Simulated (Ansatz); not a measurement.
# InSi2H7 (SMILES [SiH3][SiH2][InH2]) at revPBE/def2-SVP (core potential)

Aim: the vertical ionisation energy of InSi2H7 at revPBE/def2-SVP (core potential), from 2 runs. 

The results are computed with Ansatz 0.2.0.

54 further runs of the same task are left out: 54 set aside as unsound or not needed.

### Step 1. Starting point

InSi2H7: 10 atoms, total charge 0, spin state singlet. As SMILES, `[SiH3][SiH2][InH2]`. Geometry: relaxed at PBE0-D4/def2-TZVP.

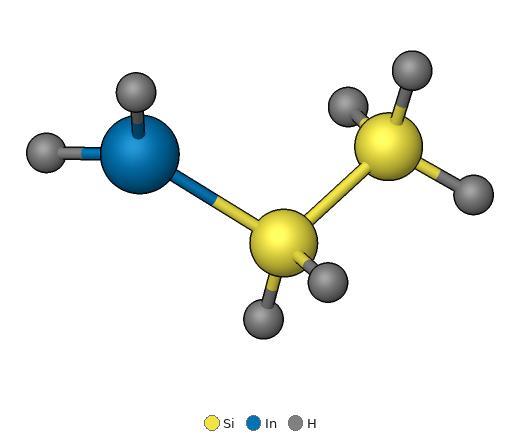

Viewed from a chosen angle; silicon yellow, indium blue, hydrogen grey.

### Step 2. The energy at revPBE/def2-SVP (core potential)

Input file input.yaml:

```yaml
crystal:
  periodic: [false, false, false]
  atoms:
    - {symbol: Si, position_ang: [-1.450900, 0.732300, -0.821600]}
    - {symbol: Si, position_ang: [0.023100, -0.982700, -0.222400]}
    - {symbol: In, position_ang: [1.884800, -0.062700, 1.293100]}
    - {symbol: H, position_ang: [-2.541100, 0.248700, -1.711500]}
    - {symbol: H, position_ang: [-0.707700, 1.812100, -1.527500]}
    - {symbol: H, position_ang: [-2.065700, 1.320500, 0.400500]}
    - {symbol: H, position_ang: [-0.761300, -2.056900, 0.451800]}
    - {symbol: H, position_ang: [0.588700, -1.557900, -1.477300]}
    - {symbol: H, position_ang: [1.761400, -0.160900, 3.013900]}
    - {symbol: H, position_ang: [3.268800, 0.707500, 0.601100]}
basis:
  gaussian:
    orbitals: def2-SVP
accuracy: high
hamiltonian:
  xc: {name: revPBE}
output: {orbitals: {seedname: orbitals}}
```

Launch:

```
$ ansatz run input.yaml --threads 1 --pin off --max-ram 3480MiB --events-out events.jsonl --progress --plain --runs-dir runs
```

Output:

```text
Warning: RAYON_NUM_THREADS=1 ignored (pool sized by the plan → 1); use --threads N
Functional definition: revPBE
  name "revPBE"
  parameter kappa = 1.245
  parameter beta = 0.06672455060314922
  exchange = pbe_x(kappa = kappa, mu = beta*pi^2/3)
  correlation = pbe_c(beta = beta)
2240 factors; integrals over basis functions are off by at most 8.6e-9 eV
mean field evaluation 1: about -21033.3982 eV, gradient 2.1e1 eV
mean field evaluation 2: about -21034.0057 eV, gradient 1.8e1 eV
mean field evaluation 4: about -21035.2217 eV, gradient 6.7e-1 eV
mean field evaluation 8: about -21035.2111 eV, gradient 3.4e-2 eV
mean field evaluation 16: about -21035.2111 eV, gradient 2.3e-6 eV
mean field -21035.21110534 eV, -773.0297499432 hartree, gradient 9.5e-8 eV, S^2 0.000000; 0 other end points of the search recorded, 0 dependent functions left out
reference -21035.21111147 eV, -773.0297501683 hartree; 28, 28 occupied and 69, 69 virtual orbitals, 2240 factors
Total energy: -21035.21111147 eV, -773.0297501683 hartree
```

Run time: 8.7 s. Hardware: 1 thread of Arm Neoverse V1, shared host; peak memory 0.27 GiB.

### Step 3. The doublet cation

Input file run.yaml:

```yaml
crystal:
  periodic: [false, false, false]
  atoms:
    - {symbol: Si, position_ang: [-1.450900, 0.732300, -0.821600]}
    - {symbol: Si, position_ang: [0.023100, -0.982700, -0.222400]}
    - {symbol: In, position_ang: [1.884800, -0.062700, 1.293100]}
    - {symbol: H, position_ang: [-2.541100, 0.248700, -1.711500]}
    - {symbol: H, position_ang: [-0.707700, 1.812100, -1.527500]}
    - {symbol: H, position_ang: [-2.065700, 1.320500, 0.400500]}
    - {symbol: H, position_ang: [-0.761300, -2.056900, 0.451800]}
    - {symbol: H, position_ang: [0.588700, -1.557900, -1.477300]}
    - {symbol: H, position_ang: [1.761400, -0.160900, 3.013900]}
    - {symbol: H, position_ang: [3.268800, 0.707500, 0.601100]}
basis:
  gaussian:
    orbitals: def2-SVP
total_charge: 1
hamiltonian:
  xc: {name: revPBE}
accuracy: high
magnetization:
  spin_polarized: true
  initial_magnetization: 1
output: {orbitals: {seedname: orbitals}}
```

Launch:

```
$ ansatz run run.yaml --threads 1 --pin off --max-ram 3480MiB --events-out events.jsonl --progress --plain --runs-dir runs
```

Output:

```text
Warning: RAYON_NUM_THREADS=1 ignored (pool sized by the plan → 1); use --threads N
[... 6 set-up lines as earlier in the session ...]
2236 factors; integrals over basis functions are off by at most 8.6e-9 eV
mean field evaluation 1: about -21023.8716 eV, gradient 1.6e1 eV
mean field evaluation 2: about -21017.6643 eV, gradient 2.7e1 eV
mean field evaluation 4: about -21026.2211 eV, gradient 3.6e0 eV
mean field evaluation 8: about -21026.3716 eV, gradient 2.3e-1 eV
mean field evaluation 16: about -21026.3721 eV, gradient 1.8e-4 eV
mean field evaluation 32: about -21022.3660 eV, gradient 1.1e1 eV
mean field -21026.37212692 eV, -772.7049234774 hartree, gradient 4.9e-8 eV, S^2 0.752817; 6 other end points of the search recorded, 0 dependent functions left out
reference -21026.37213336 eV, -772.7049237141 hartree; 28, 27 occupied and 69, 70 virtual orbitals, 2236 factors
Total energy: -21026.37213336 eV, -772.7049237141 hartree
```

Run time: 19 s. Hardware: 1 thread of Arm Neoverse V1, shared host; peak memory 0.37 GiB.

### Step 4. Summary of results

At revPBE/def2-SVP (core potential):

| quantity | value |
| --- | --- |
| singlet InSi2H7: total energy | -773.02975 Eh |
| singlet InSi2H7: HOMO energy | -6.23 eV |
| singlet InSi2H7: LUMO energy | -2.77 eV |
| singlet InSi2H7: HOMO–LUMO gap | 3.46 eV |
| doublet cation: total energy | -772.70492 Eh |
| doublet cation: HOMO energy (highest over α and β) | -12.03 eV |
| doublet cation: LUMO energy (lowest over α and β) | -11.40 eV |
| doublet cation: ⟨S²⟩ | 0.753 |
| vertical ionisation energy (to the doublet cation) | 8.839 eV |

Removing an electron at fixed nuclei costs 8.84 eV (204 kcal/mol). −ε(HOMO) before ionisation, 6.23 eV, is 2.60 eV below this ionisation energy.
